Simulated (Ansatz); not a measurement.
# C2HCl2F (SMILES FC=C(Cl)Cl) at MP2/6-31G(d) (spherical functions)

What is the electronic atomisation energy of C2HCl2F at MP2/6-31G* (spherical functions)? 

The calculation is run with Ansatz 0.2.0.

66 further runs of the same task are left out: 66 set aside as unsound or not needed. Runs told in other sessions of the task aren't counted.

## (1) The structure to begin with

C2HCl2F: 6 atoms, total charge 0, spin state singlet. SMILES: `FC=C(Cl)Cl`. The coordinates come from a PBE0-D4/def2-TZVP relaxation.

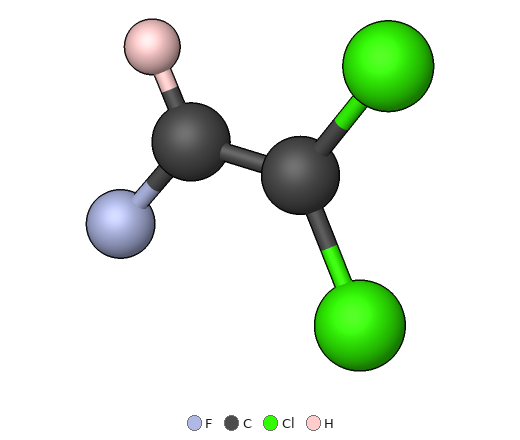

Viewed from a chosen angle; fluorine light blue, carbon dark grey, chlorine green, hydrogen pink.

## (2) A single-point energy at MP2/6-31G(d) (spherical functions)

Input file input.yaml:

```yaml
crystal:
  periodic: [false, false, false]
  atoms:
    - {symbol: F, position_ang: [0.369860, -1.453540, 1.016570]}
    - {symbol: C, position_ang: [0.335170, -0.183710, 0.639080]}
    - {symbol: C, position_ang: [-0.249490, 0.193990, -0.489960]}
    - {symbol: Cl, position_ang: [-1.002700, -0.907170, -1.549080]}
    - {symbol: Cl, position_ang: [-0.269610, 1.845290, -0.936840]}
    - {symbol: H, position_ang: [0.816790, 0.505150, 1.320220]}
basis:
  gaussian: {orbitals: 6-31G_st_-spherical.json}
correlation: {method: mp2, frozen_orbitals: {C: 1, Cl: 5, F: 1, H: 0}}
accuracy: high
```

The basis set 6-31G* is read from a file made from the Basis Set Exchange's data (not shown).

Started as:

```console
$ ansatz run input.yaml --threads 1 --pin off --max-ram 3480MiB --events-out events.jsonl --progress --plain --runs-dir runs
```

The log of the run:

```text
Warning: RAYON_NUM_THREADS=1 ignored (pool sized by the plan → 1); use --threads N
Functional definition: HF
  name "HF"
  exchange = exact_x
  correlation = 0
1764 factors; integrals over basis functions are off by at most 5.3e-9 eV
mean field evaluation 1: about -29785.2390 eV, gradient 2.6e1 eV
mean field evaluation 2: about -29785.3478 eV, gradient 2.6e1 eV
mean field evaluation 4: about -29787.2113 eV, gradient 3.2e0 eV
mean field evaluation 8: about -29787.2590 eV, gradient 2.5e-1 eV
mean field evaluation 16: about -29787.2594 eV, gradient 8.7e-9 eV
mean field -29787.25939016 eV, -1094.6615920588 hartree, gradient 9.2e-9 eV, S^2 0.000000; 0 other end points of the search recorded, 0 dependent functions left out; unrestricted orbitals would lower it
13 core orbitals not correlated: weight in the atoms' cores, before any rotation towards them, 1.000 or more for the frozen orbitals, at most 0.000 for the correlated occupied ones
reference -29787.25939016 eV, -1094.6615920588 hartree; 15, 15 occupied and 52, 52 virtual orbitals, 1764 factors
second order -18.42000882 eV of doubles, -0.00000000 eV of singles
Total energy: -29805.67939898 eV, -1095.3385148975 hartree
```

Wall time 3.6 s (1 thread of Arm Neoverse V1, shared host); peak memory 0.22 GiB.

## (3) The C atom, same level

Input file in.yaml:

```yaml
crystal:
  periodic: [false, false, false]
  atoms:
    - {symbol: C, position_ang: [0.000000, 0.000000, 0.000000]}
basis:
  gaussian:
    orbitals: 6-31G_st_-spherical.json
magnetization:
  spin_polarized: true
  initial_magnetization: 2
correlation:
  method: mp2
  frozen_orbitals: {C: 1}
accuracy: high
```

The basis set 6-31G* is read from a file made from the Basis Set Exchange's data (not shown).

Run the same way, it converges to -37.73144 Eh (log not shown).

## (4) The Cl atom at the same level

Input file run.yaml:

```yaml
crystal:
  periodic: [false, false, false]
  atoms:
    - {symbol: Cl, position_ang: [0.000000, 0.000000, 0.000000]}
basis:
  gaussian:
    orbitals: 6-31G_st_-spherical.json
magnetization:
  spin_polarized: true
  initial_magnetization: 1
correlation:
  method: mp2
  frozen_orbitals: {Cl: 5}
accuracy: high
```

The basis set 6-31G* is read from a file made from the Basis Set Exchange's data (not shown).

Run the same way, it converges to -459.54926 Eh (log not shown).

## (5) The F atom

Input file run.yaml:

```yaml
basis:
  gaussian:
    orbitals: 6-31G_st_-spherical.json
crystal:
  periodic: [false, false, false]
  atoms:
    - {symbol: F, position_ang: [0.000000, 0.000000, 0.000000]}
magnetization:
  spin_polarized: true
  initial_magnetization: 1
accuracy: high
correlation:
  method: mp2
  frozen_orbitals: {F: 1}
```

The basis set 6-31G* is read from a file made from the Basis Set Exchange's data (not shown).

Run the same way, it converges to -99.48533 Eh (log not shown).

## (6) The H atom: the energy at UHF/6-31G(d) (spherical functions)

Input file run.yaml:

```yaml
crystal:
  periodic: [false, false, false]
  atoms:
    - {symbol: H, position_ang: [0.000000, 0.000000, 0.000000]}
basis:
  gaussian: {orbitals: "6-31G*"}
magnetization: {spin_polarized: true, initial_magnetization: 1}
hamiltonian: {xc: hf}
accuracy: high
```

Run the same way, it converges to -0.49823 Eh (log not shown).

## (7) Outcome

Level: MP2/6-31G* (spherical functions), 13 core orbitals frozen.

| quantity | value |
| --- | --- |
| molecule: total energy | -1095.33851 Eh |
| molecule: correlation energy (13 core orbitals frozen) | -676.9 mEh |
| C atom: total energy | -37.73144 Eh |
| C atom: correlation energy (1 core orbital frozen) | -50.9 mEh |
| C atom: ⟨S²⟩ of the reference determinant | 2.005 |
| Cl atom: total energy | -459.54926 Eh |
| Cl atom: correlation energy (5 core orbitals frozen) | -102.8 mEh |
| Cl atom: ⟨S²⟩ of the reference determinant | 0.755 |
| F atom: total energy | -99.48533 Eh |
| F atom: correlation energy (1 core orbital frozen) | -121.9 mEh |
| F atom: ⟨S²⟩ of the reference determinant | 0.753 |
| H atom: total energy | -0.49823 Eh |
| H atom: ⟨S²⟩ | 0.750 |
| electronic atomisation energy | 21.594 eV |

In words: Taking the molecule apart into free atoms costs 21.59 eV (498 kcal/mol), before zero-point energy and without spin-orbit coupling. The restricted solution (molecule) is unstable to spin breaking: an unrestricted one lies lower.
